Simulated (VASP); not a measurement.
Band structure of K$_{2}$S (space group Fm-3m). Method: PBE GGA, VASP's PBE PAW potentials (set 64) (plane waves; VASP).

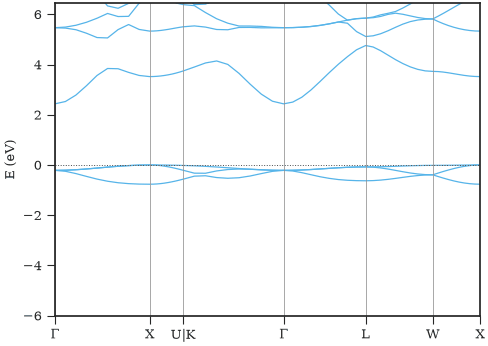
Bands along high-symmetry lines, zero at the valence-band maximum or, without a gap, the Fermi level

**Question.** Read the plot: is there a gap, and where are the band edges?

**Answer.** The gap is indirect, 2.43 eV, from the valence maximum at X to the conduction minimum at Γ.

The structure comes from a computed database's K2S entry; how it stands against other phases isn't given here. The cell was not relaxed at this level.
